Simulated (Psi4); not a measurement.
# AlH3S (SMILES [AlH2][SH]) at DSD-PBEP86/def2-TZVP (density fitting for correlation)

Aim: the vertical singlet–triplet gap of AlH3S at DSD-PBEP86/def2-TZVP (density fitting for correlation), from 2 runs. 

The calculation is run with Psi4 1.11.

1 further run of the same task is left out (it didn't finish).

### 1 The system as given

AlH3S has 5 atoms, charge 0, and is taken as a singlet. SMILES: `[AlH2][SH]`. Geometry: relaxed at PBE0-D4/def2-TZVP.

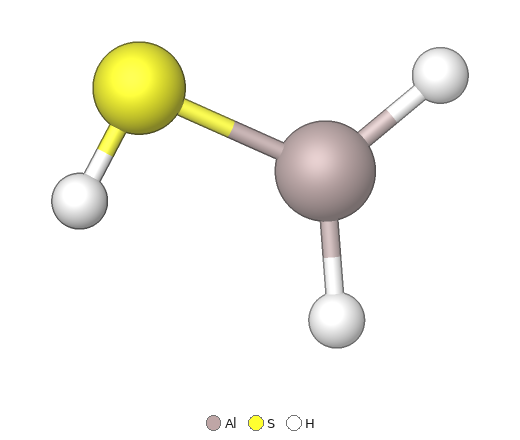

Viewed from a chosen angle; aluminium light grey, sulfur yellow, hydrogen white.

### 2 The energy at DSD-PBEP86/def2-TZVP (density fitting for correlation)

Contents of run.py:

```python
import psi4

psi4.set_memory(1600000000)
psi4.set_num_threads(1)
psi4.core.set_output_file('run.log', False)

molecule = psi4.geometry("""
0 1
Al    -1.16426027    -0.12132042    -0.34336324
S      2.13368977    -0.64836503     2.07227367
H     -3.74487026    -1.22851095     0.66348284
H     -0.83355819     1.31524938    -2.94116974
H      3.70329629     0.54386318     0.47054181
units bohr
symmetry c1
""")

psi4.set_options({
    'reference': 'rks',
    'puream': True,
    'e_convergence': 1e-09,
    'd_convergence': 1e-08,
    'scf_type': 'pk',
    'dft_radial_points': 99,
    'dft_spherical_points': 590,
    'num_frozen_docc': 10,
})

e_tot, wfn = psi4.energy('dsd-pbep86/def2-TZVP', return_wfn=True)
print(f'total energy {e_tot:.8f} hartree = {e_tot * 27.211386:.5f} eV')
for k, v in sorted(psi4.core.scalar_variables().items()):
    print(f'{k:45s} {v:18.10f}')
```

Run with:

```bash
python run.py
```

run.log:

```text
[...]
  Running in c1 symmetry.
[...]
  Nuclear repulsion =   73.814899680884807
[...]
  Multiplicity = 1
[...]
  Nalpha       = 16
  Nbeta        = 16
[...]
    Number of basis functions: 92
[...]
   @RKS iter   1:  -641.71145532816081   -5.16464e-01   3.53689e-03 ADIIS/DIIS
[...]
   @RKS iter  11:  -641.74785405584737   -1.02318e-12   2.90566e-09 DIIS
[...]
    Orbital Energies [Eh]
    ---------------------
    Doubly Occupied:
       1A    -90.861904     2A    -57.631060     3A     -8.599519
       4A     -6.374888     5A     -6.372817     6A     -6.371941
       7A     -4.644679     8A     -3.041258     9A     -3.037792
      10A     -3.036548    11A     -0.879298    12A     -0.531628
      13A     -0.489501    14A     -0.401355    15A     -0.388297
      16A     -0.353774
[...]
  @RKS Final Energy:  -641.74785405584737
   => Energetics <=
    Nuclear Repulsion Energy =             73.8148996808848068
    One-Electron Energy =               -1035.9404015322356827
    Two-Electron Energy =                 333.2741639929680559
    DFT Exchange-Correlation Energy =     -12.8965161974645230
    Empirical Dispersion Energy =           0.0000000000000000
    VV10 Nonlocal Energy =                  0.0000000000000000
    Total Energy =                       -641.7478540558473696
[...]
 Multipole Moments:
 ------------------------------------------------------------------------------------
     Multipole            Electronic (a.u.)      Nuclear  (a.u.)        Total (a.u.)
 ------------------------------------------------------------------------------------
 L = 1.  Multiply by 2.5417464519 to convert [e a0] to [Debye]
 Dipole X            :          0.3701523           -0.4192212           -0.0490689
 Dipole Y            :         -0.5531949            0.7446734            0.1914786
 Dipole Z            :          1.2134925           -1.5994045           -0.3859120
 Magnitude           :                                                    0.4335895
[...]
```

On the terminal:

```text
total energy -641.88372470 hartree = -17466.54580 eV
CURRENT ENERGY                                   -641.8837247012
CURRENT REFERENCE ENERGY                         -641.7478540558
DD SOLVATION ENERGY                                 0.0000000000
DFT FUNCTIONAL TOTAL ENERGY                      -641.7478540558
DFT TOTAL ENERGY                                 -641.8837247012
DFT VV10 ENERGY                                     0.0000000000
DFT XC ENERGY                                     -12.8965161975
DOUBLE-HYBRID CORRECTION ENERGY                    -0.1358706453
DSD-PBEP86 DOUBLE-HYBRID CORRECTION ENERGY         -0.1358706453
DSD-PBEP86 TOTAL ENERGY                          -641.8837247012
GRID ELECTRONS ALPHA                               15.9999999221
GRID ELECTRONS BETA                                15.9999999221
GRID ELECTRONS TOTAL                               31.9999998442
NUCLEAR REPULSION ENERGY                           73.8148996809
ONE-ELECTRON ENERGY                             -1035.9404015322
PCM POLARIZATION ENERGY                             0.0000000000
PE ENERGY                                           0.0000000000
SCF ITERATION ENERGY                             -641.7478540558
SCF ITERATIONS                                     11.0000000000
SCF TOTAL ENERGY                                 -641.7478540558
TWO-ELECTRON ENERGY                               333.2741639930
XC GRID RADIAL POINTS                              99.0000000000
XC GRID SPHERICAL POINTS                          590.0000000000
XC GRID TOTAL POINTS                           279101.0000000000
```

It took 16 s on 1 thread of Intel Xeon Platinum 8259CL at 2.50GHz (Skylake/Cascade Lake), shared host; peak memory 0.68 GiB.

### 3 The triplet, same level

Contents of calc.in:

```
memory 1.6 GB

molecule molecule1 {
  0 3
  Al
  S 1 2.181183
  H 1 1.578613 2 116.54448
  H 1 1.58061 3 124.59871 2 179.99456
  H 2 1.344008 1 93.71841 3 179.9973
  symmetry c1
}

set basis def2-TZVP
set reference uks
set puream true
set e_convergence 1e-09
set d_convergence 1e-08
set scf_type pk
set dft_radial_points 99
set dft_spherical_points 590
set num_frozen_docc 10
set maxiter 100

e_tot, wfn = energy("dsd-pbep86", return_wfn=True)
```

Run with:

```bash
psi4 -n 1 calc.in calc.out
```

calc.out:

```text
[...]
  Running in c1 symmetry.
[...]
  Nuclear repulsion =   73.814897903616156
[...]
  Multiplicity = 3
[...]
  Nalpha       = 17
  Nbeta        = 15
[...]
    Number of basis functions: 92
[...]
   @UKS iter   1:  -641.52350538318035   -3.28514e-01   3.22270e-03 ADIIS/DIIS
[...]
   @UKS iter  13:  -641.57330907237088   -1.08002e-11   9.43961e-09 DIIS
[...]
   @S^2 Observed:                2.024557406E+00
[...]
    Orbital Energies [Eh]
    ---------------------
    Alpha Occupied:
       1A    -91.003354     2A    -57.579037     3A     -8.738891
       4A     -6.527069     5A     -6.510402     6A     -6.507427
       7A     -4.597741     8A     -2.997362     9A     -2.992110
      10A     -2.988918    11A     -1.019799    12A     -0.613563
      13A     -0.546593    14A     -0.528519    15A     -0.428518
      16A     -0.360238    17A     -0.163845
    Alpha Virtual:
      18A      0.024723    19A      0.046473    20A      0.118168
      21A      0.125320    22A      0.166219    23A      0.186978
      24A      0.194327    25A      0.195483    26A      0.207025
[...]
  @UKS Final Energy:  -641.57330907237088
   => Energetics <=
    Nuclear Repulsion Energy =             73.8148979036161563
    One-Electron Energy =               -1034.3397907376115654
    Two-Electron Energy =                 331.8301631697395351
    DFT Exchange-Correlation Energy =     -12.8785794081149874
    Empirical Dispersion Energy =           0.0000000000000000
    VV10 Nonlocal Energy =                  0.0000000000000000
    Total Energy =                       -641.5733090723708756
[...]
 Multipole Moments:
 ------------------------------------------------------------------------------------
     Multipole            Electronic (a.u.)      Nuclear  (a.u.)        Total (a.u.)
 ------------------------------------------------------------------------------------
 L = 1.  Multiply by 2.5417464519 to convert [e a0] to [Debye]
 Dipole X            :         -0.0000040           -0.0001693           -0.0001732
 Dipole Y            :          0.7671519           -1.1903724           -0.4232205
 Dipole Z            :          3.5151060           -1.3679883            2.1471177
 Magnitude           :                                                    2.1884309
[...]
```

It took 23 s on 1 thread of Intel Xeon Platinum 8259CL at 2.50GHz (Skylake/Cascade Lake), shared host; peak memory 0.68 GiB.

### 4 Results

At DSD-PBEP86/def2-TZVP (density fitting for correlation), 10 core orbitals frozen:

| quantity | value |
| --- | --- |
| singlet: total energy | -641.88372 Eh |
| singlet: HOMO energy (SCF part's orbitals) | -9.63 eV |
| singlet: LUMO energy (SCF part's orbitals) | 0.20 eV |
| singlet: HOMO–LUMO gap (SCF part's orbitals) | 9.82 eV |
| triplet: total energy | -641.69476 Eh |
| triplet: HOMO energy (SCF part's orbitals) (highest over α and β) | -4.46 eV |
| triplet: LUMO energy (SCF part's orbitals) (lowest over α and β) | -4.08 eV |
| triplet: ⟨S²⟩ | 2.025 |
| vertical energy of the triplet above the singlet | 5.142 eV |

What this shows: At this shape the triplet lies 5.14 eV (496 kJ/mol) above the singlet.
